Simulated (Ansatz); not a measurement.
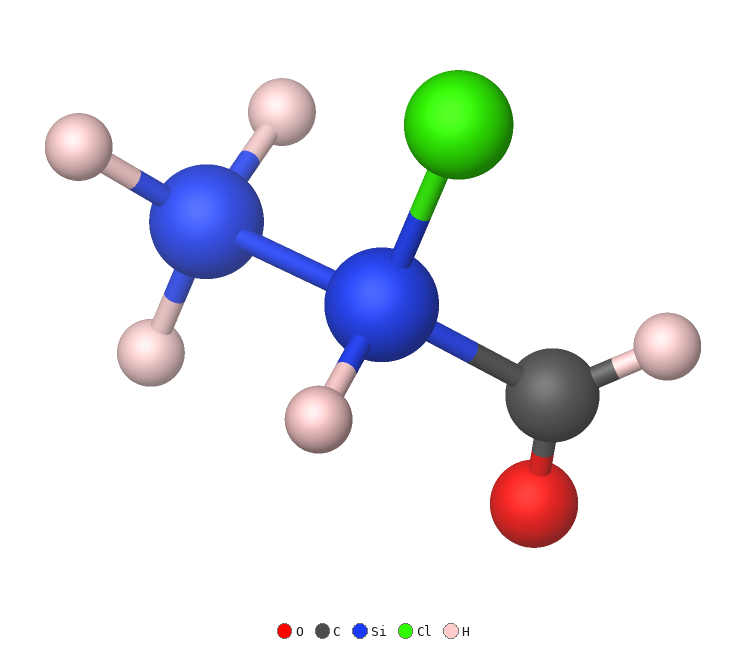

Computed geometry: PBE0-D4/def2-TZVP optimisation. No frequency run is at hand to confirm it as a minimum.

Draw it as a skeletal formula.

SMILES: O=C[Si@H]([SiH3])Cl

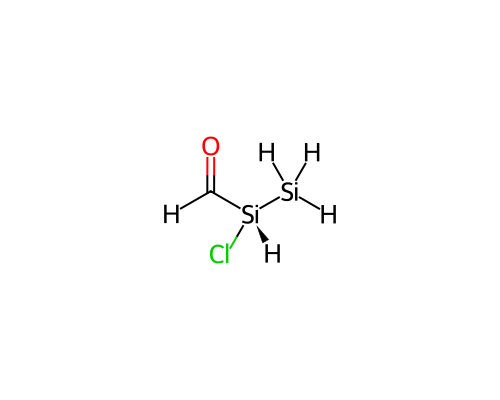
